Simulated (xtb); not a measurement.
Geometry relaxation of C$_{2}$N$_{2}$ (part 3 of 3)

The same run, continued: C$_{2}$N$_{2}$ (bisisocyanide), SMILES [C-]#[N+][N+]#[C-]; GFN1-xTB (xtb 6.7.1 later snapshot). The atoms were displaced at random from an optimised geometry.

Geometry of the input (Å):
```
C  -0.5613  1.6364  0.2686
N  -0.1572  0.5349  0.1360
N  0.2813  -0.6080  0.0692
C  0.4341  -1.5732  -0.1460
```

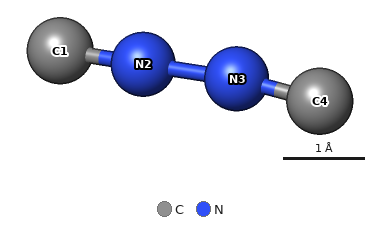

*The geometry at step 8 of the log (ball-and-stick view, seen at a tilt; atoms are numbered from 1 in the order of the input).*

## Output, continued
```
........................................................................
.............................. CYCLE   16 ..............................
........................................................................

 iter      E             dE          RMSdq      gap      omega  full diag
   1    -10.5697030 -0.105697E+02  0.122E-02    4.24       0.0  T
   2    -10.5697033 -0.367513E-06  0.679E-03    4.24       7.4  T
   3    -10.5697034 -0.736854E-07  0.264E-03    4.24      19.0  T
   4    -10.5697034 -0.352056E-10  0.245E-04    4.24     204.0  T
   5    -10.5697034 -0.564366E-10  0.536E-05    4.24     932.2  T
   6    -10.5697034 -0.430944E-11  0.199E-07    4.24  100000.0  T
     SCC iter.                  ...        0 min,  0.000 sec
     gradient                   ...        0 min,  0.000 sec
 * total energy  :   -10.3810288 Eh     change       -0.5744651E-05 Eh
   gradient norm :     0.0011598 Eh/α   predicted    -0.4722072E-05 ( -17.80%)
   displ. norm   :     0.0037516 α      lambda       -0.1142136E-05
   maximum displ.:     0.0030089 α      in ANC's #1, #3, #5, ...

........................................................................
.............................. CYCLE   17 ..............................
........................................................................

 iter      E             dE          RMSdq      gap      omega  full diag
   1    -10.5696187 -0.105696E+02  0.806E-03    4.24       0.0  T
   2    -10.5696188 -0.117541E-06  0.357E-03    4.24      14.0  T
   3    -10.5696189 -0.216578E-07  0.152E-03    4.24      32.9  T
   4    -10.5696189 -0.972360E-10  0.303E-04    4.24     165.2  T
   5    -10.5696189 -0.522320E-10  0.697E-05    4.24     717.4  T
   6    -10.5696189 -0.601652E-11  0.822E-08    4.24  100000.0  T
     SCC iter.                  ...        0 min,  0.000 sec
     gradient                   ...        0 min,  0.000 sec
 * total energy  :   -10.3810293 Eh     change       -0.5772413E-06 Eh
   gradient norm :     0.0005214 Eh/α   predicted    -0.5709484E-06 (  -1.09%)
   displ. norm   :     0.0009443 α      lambda       -0.1237404E-06
   maximum displ.:     0.0008002 α      in ANC's #2, #1, #4, ...

   *** GEOMETRY OPTIMIZATION CONVERGED AFTER 17 ITERATIONS ***

------------------------------------------------------------------------
 total energy gain   :        -0.0942614 Eh      -59.1499 kcal/mol
 total RMSD          :         0.2252694 a0        0.1192 Å
 total power (kW/mol):       -14.5578318 (step)********** (real)
------------------------------------------------------------------------

 ANCopt (total)                0 d,  0 h,  0 min,  0.022 sec
 optimizer setup                ...        0 min,  0.000 sec (  0.286%)
 model hessian                  ...        0 min,  0.000 sec (  0.151%)
 ANC generation                 ...        0 min,  0.000 sec (  0.167%)
 coordinate transformation      ...        0 min,  0.000 sec (  0.256%)
 single point calculation       ...        0 min,  0.020 sec ( 92.512%)
 optimization log               ...        0 min,  0.001 sec (  2.517%)
 hessian update                 ...        0 min,  0.000 sec (  0.237%)
 rational function              ...        0 min,  0.000 sec (  1.997%)

================
 final structure:
================
4
 xtb: 6.7.1
C           -0.54568539005716        1.70918643161526        0.28955799002610
N           -0.19493479648208        0.60716239266805        0.15571368840327
N            0.19315041157564       -0.61208528840893        0.00797449387486
C            0.54440977496361       -1.71416353587438       -0.12547617230423

 Bond Distances (Angstroems)
 ---------------------------
C1-N2=1.1642         N2-C1=1.1642         N2-N3=1.2880         N3-N2=1.2880         N3-C4=1.1644         C4-N3=1.1644
 N  C  Rav=1.1643 sigma=0.0001  Rmin=1.1642  Rmax=1.1644     2
 N  N  Rav=1.2880 sigma=0.0000  Rmin=1.2880  Rmax=1.2880     1

 selected bond angles (degree)
 --------------------
N3-N2-C1=179.98                C4-N3-N2=179.98

 selected dihedral angles (degree)
 ---------------------------------
C4-N3-N2-C1=287.38
           -------------------------------------------------
          |                Final Singlepoint                |
           -------------------------------------------------

          ...................................................
          :                      SETUP                      :
          :.................................................:
          :  # basis functions                  16          :
          :  # atomic orbitals                  16          :
          :  # shells                            8          :
          :  # electrons                        18          :
          :  # halogen bonds                     0          :
          :  max. iterations                   250          :
          :  Hamiltonian                  GFN1-xTB          :
          :  restarted?                      false          :
          :  GBSA solvation                  false          :
          :  PC potential                    false          :
          :  electronic temp.          300.0000000     K    :
          :  accuracy                    1.0000000          :
          :  -> integral cutoff          0.2500000E+02      :
          :  -> integral neglect         0.1000000E-07      :
          :  -> SCF convergence          0.1000000E-05 Eh   :
          :  -> wf. convergence          0.2000000E-04 e    :
          :  Broyden damping             0.4000000          :
          :  net charge                          0          :
          :  unpaired electrons                  0          :
          ...................................................

 iter      E             dE          RMSdq      gap      omega  full diag
   1    -10.5696189 -0.105696E+02  0.389E-08    4.24       0.0  T
   2    -10.5696189  0.177636E-14  0.167E-08    4.24  100000.0  T
   3    -10.5696189 -0.355271E-14  0.111E-08    4.24  100000.0  T

   *** convergence criteria satisfied after 3 iterations ***

         #    Occupation            Energy/Eh            Energy/eV
      -------------------------------------------------------------
         1        2.0000           -0.8510374             -23.1579
       ...           ...                  ...                  ...
         3        2.0000           -0.6624901             -18.0273
         4        2.0000           -0.5791105             -15.7584
         5        2.0000           -0.5791105             -15.7584
         6        2.0000           -0.4840446             -13.1715
         7        2.0000           -0.4840446             -13.1715
         8        2.0000           -0.4577352             -12.4556
         9        2.0000           -0.4388930             -11.9429 (HOMO)
        10                         -0.2830476              -7.7021 (LUMO)
        11                         -0.2830476              -7.7021
        12                         -0.1856845              -5.0527
        13                         -0.1856845              -5.0527
        14                          0.1175164               3.1978
       ...                                ...                  ...
        16                          1.1146276              30.3306
      -------------------------------------------------------------
                  HL-Gap            0.1558455 Eh            4.2408 eV
             Fermi-level           -0.3609703 Eh           -9.8225 eV

 SCC (total)                   0 d,  0 h,  0 min,  0.001 sec
 SCC setup                      ...        0 min,  0.000 sec (  2.981%)
 Dispersion                     ...        0 min,  0.000 sec (  0.768%)
 classical contributions        ...        0 min,  0.000 sec (  0.307%)
 integral evaluation            ...        0 min,  0.000 sec ( 32.013%)
 iterations                     ...        0 min,  0.000 sec ( 13.262%)
 molecular gradient             ...        0 min,  0.001 sec ( 45.766%)
 printout                       ...        0 min,  0.000 sec (  3.906%)

         :::::::::::::::::::::::::::::::::::::::::::::::::::::
         ::                     SUMMARY                     ::
         :::::::::::::::::::::::::::::::::::::::::::::::::::::
         :: total energy             -10.381029341295 Eh    ::
         :: gradient norm              0.000521543262 Eh/a0 ::
         :: HOMO-LUMO gap              4.240770967314 eV    ::
         ::.................................................::
         :: SCC energy               -10.569618863931 Eh    ::
         :: -> electrostatic           0.000044825413 Eh    ::
         :: repulsion energy           0.189654967339 Eh    ::
         :: dispersion energy         -0.001065444704 Eh    ::
         :: halogen bond corr.         0.000000000000 Eh    ::
         :: add. restraining           0.000000000000 Eh    ::
         :: total charge               0.000000000000 e     ::
         :::::::::::::::::::::::::::::::::::::::::::::::::::::

           -------------------------------------------------
          |                Property Printout                |
           -------------------------------------------------

    * Orbital Energies and Occupations

         #    Occupation            Energy/Eh            Energy/eV
      -------------------------------------------------------------
         1        2.0000           -0.8510374             -23.1579
         2        2.0000           -0.7657369             -20.8368
         3        2.0000           -0.6624901             -18.0273
         4        2.0000           -0.5791105             -15.7584
         5        2.0000           -0.5791105             -15.7584
         6        2.0000           -0.4840446             -13.1715
         7        2.0000           -0.4840446             -13.1715
         8        2.0000           -0.4577352             -12.4556
         9        2.0000           -0.4388930             -11.9429 (HOMO)
        10                         -0.2830476              -7.7021 (LUMO)
        11                         -0.2830476              -7.7021
        12                         -0.1856845              -5.0527
        13                         -0.1856845              -5.0527
        14                          0.1175164               3.1978
        15                          0.9908453              26.9623
        16                          1.1146276              30.3306
      -------------------------------------------------------------
                  HL-Gap            0.1558455 Eh            4.2408 eV
             Fermi-level           -0.3609703 Eh           -9.8225 eV

  Mulliken/CM5 charges         n(s)   n(p)   n(d)
     1     -0.02029  0.10006   1.550  2.471  0.000
     2      0.02030 -0.10005   1.389  3.591  0.000
     3      0.02020 -0.10011   1.389  3.591  0.000
     4     -0.02021  0.10009   1.550  2.470  0.000

Wiberg/Mayer (AO) data.
largest (>0.10) Wiberg bond orders for each atom

 ---------------------------------------------------------------------------
     #   Z sym  total        # sym  WBO       # sym  WBO       # sym  WBO
 ---------------------------------------------------------------------------
     1   6      2.715 --     2      2.453     4      0.195
     2   7      3.618 --     1      2.453     3      1.099
     3   7      3.618 --     4      2.453     2      1.099
     4   6      2.715 --     3      2.453     1      0.195
 ---------------------------------------------------------------------------

Topologies differ in total number of bonds
Writing topology from bond orders to xtbtopo.mol

 dipole moment from electron density (au)
     X       Y       Z
  -0.0002  -0.0002  -0.0002  total (Debye):    0.001

           -------------------------------------------------
          |                Geometry Summary                 |
           -------------------------------------------------

      molecular mass/u    :       52.0348782
   center of mass at/Å    :       -0.0007748      -0.0024740       0.0819350
  moments of inertia/u·Å² :        0.1436669E-05   0.9016812E+02   0.9016812E+02
rotational constants/cm⁻¹ :        0.1173383E+08   0.1869578E+00   0.1869578E+00

 * 3 selected distances

     #   Z          #   Z                                           value/Å
     1   6          2   7                                         1.1642154 (min)
     2   7          3   7                                         1.2880226 (max)
     3   7          4   6                                         1.1643749

 * 2 distinct bonds (by element types)

   Z      Z             #   av. dist./Å        max./Å        min./Å
   6 C    7 N           2     1.1642952     1.1643749     1.1642154
   7 N    7 N           1     1.2880226     1.2880226     1.2880226

optimized geometry written to: xtbopt.xyz

           -------------------------------------------------
          | TOTAL ENERGY              -10.381029341295 Eh   |
          | GRADIENT NORM               0.000521543262 Eh/α |
          | HOMO-LUMO GAP               4.240770967314 eV   |
           -------------------------------------------------

------------------------------------------------------------------------
------------------------------------------------------------------------
 total:
 *  cpu-time:     0 d,  0 h,  0 min,  0.030 sec
 * ratio c/w:     1.000 speedup
 SCF:
 *  cpu-time:     0 d,  0 h,  0 min,  0.002 sec
 * ratio c/w:     1.000 speedup
 ANC optimizer:
 *  cpu-time:     0 d,  0 h,  0 min,  0.024 sec
 * ratio c/w:     1.000 speedup
```

## File xtbopt.xyz
```
4
 energy: -10.381029341295 gnorm: 0.000521543262 xtb: 6.7.1
C           -0.54568539005716        1.70918643161526        0.28955799002610
N           -0.19493479648208        0.60716239266805        0.15571368840327
N            0.19315041157564       -0.61208528840893        0.00797449387486
C            0.54440977496361       -1.71416353587438       -0.12547617230423
```

## Standard error
```
normal termination of xtb
```

## Trajectory as extended XYZ (Å, eV, eV/Å), 17 frames, from step=0 to step=16
```
4
Properties=species:S:1:pos:R:3 step=0 energy=-279.91722
C    -0.5613    1.6364    0.2686
N    -0.1572    0.5349    0.1360
N     0.2813   -0.6080    0.0692
C     0.4341   -1.5732   -0.1460
4
Properties=species:S:1:pos:R:3 step=1 energy=-282.28595
C    -0.5759    1.6715    0.2718
N    -0.1697    0.5986    0.1466
N     0.2738   -0.5565    0.0805
C     0.4687   -1.7234   -0.1712
4
Properties=species:S:1:pos:R:3 step=2 energy=-282.39979
C    -0.5955    1.6836    0.2753
N    -0.1490    0.6101    0.1433
N     0.2778   -0.5786    0.0796
C     0.4636   -1.7250   -0.1705
4
Properties=species:S:1:pos:R:3 step=3 energy=-282.42720
C    -0.5510    1.7098    0.2682
N    -0.2226    0.5914    0.1647
N     0.2778   -0.5958    0.0587
C     0.4927   -1.7153   -0.1638
4
Properties=species:S:1:pos:R:3 step=4 energy=-282.43736
C    -0.6012    1.6835    0.2761
N    -0.1413    0.6251    0.1459
N     0.2746   -0.6014    0.0709
C     0.4649   -1.7171   -0.1651
4
Properties=species:S:1:pos:R:3 step=5 energy=-282.44820
C    -0.5880    1.6903    0.2740
N    -0.1615    0.6156    0.1514
N     0.2725   -0.5953    0.0671
C     0.4739   -1.7205   -0.1648
4
Properties=species:S:1:pos:R:3 step=6 energy=-282.45244
C    -0.5805    1.6959    0.2729
N    -0.1728    0.6116    0.1561
N     0.2692   -0.5963    0.0617
C     0.4811   -1.7211   -0.1629
4
Properties=species:S:1:pos:R:3 step=7 energy=-282.46261
C    -0.5677    1.7069    0.2713
N    -0.1894    0.6068    0.1671
N     0.2549   -0.6002    0.0454
C     0.4991   -1.7234   -0.1560
4
Properties=species:S:1:pos:R:3 step=8 energy=-282.47205
C    -0.5624    1.7113    0.2712
N    -0.1909    0.6079    0.1753
N     0.2362   -0.6047    0.0289
C     0.5141   -1.7245   -0.1477
4
Properties=species:S:1:pos:R:3 step=9 energy=-282.47813
C    -0.5631    1.7087    0.2728
N    -0.1813    0.6119    0.1783
N     0.2183   -0.6079    0.0165
C     0.5231   -1.7226   -0.1398
4
Properties=species:S:1:pos:R:3 step=10 energy=-282.47946
C    -0.5628    1.7060    0.2742
N    -0.1780    0.6118    0.1767
N     0.2130   -0.6077    0.0142
C     0.5248   -1.7200   -0.1373
4
Properties=species:S:1:pos:R:3 step=11 energy=-282.48028
C    -0.5602    1.7046    0.2764
N    -0.1785    0.6099    0.1738
N     0.2080   -0.6072    0.0123
C     0.5277   -1.7172   -0.1347
4
Properties=species:S:1:pos:R:3 step=12 energy=-282.48084
C    -0.5566    1.7048    0.2789
N    -0.1818    0.6081    0.1703
N     0.2041   -0.6074    0.0109
C     0.5313   -1.7153   -0.1324
4
Properties=species:S:1:pos:R:3 step=13 energy=-282.48158
C    -0.5502    1.7066    0.2837
N    -0.1889    0.6058    0.1640
N     0.1978   -0.6089    0.0087
C     0.5381   -1.7134   -0.1286
4
Properties=species:S:1:pos:R:3 step=14 energy=-282.48203
C    -0.5457    1.7084    0.2878
N    -0.1944    0.6053    0.1583
N     0.1936   -0.6108    0.0075
C     0.5434   -1.7129   -0.1258
4
Properties=species:S:1:pos:R:3 step=15 energy=-282.48218
C    -0.5448    1.7092    0.2895
N    -0.1958    0.6062    0.1559
N     0.1926   -0.6119    0.0075
C     0.5450   -1.7134   -0.1251
4
Properties=species:S:1:pos:R:3 step=16 energy=-282.48220
C    -0.5457    1.7092    0.2896
N    -0.1949    0.6072    0.1557
N     0.1931   -0.6121    0.0080
C     0.5444   -1.7142   -0.1255
```

## Summary

```csv
quantity,value
outcome,converged
electrons treated,18
total energy,−10.381029 hartree
dispersion energy,−0.001065 hartree
basis functions,16
HOMO,−11.94 eV
LUMO,−7.70 eV
dipole moment,0.00 D
hardware,"1 thread of Arm Neoverse V1, 24 GiB of memory available, shared host"
peak memory,0.076 GiB
```

Settings chosen away from the usual ones: method = gfn1-xtb; task = optimise; opt_level = tight; x = {}; partner = base.
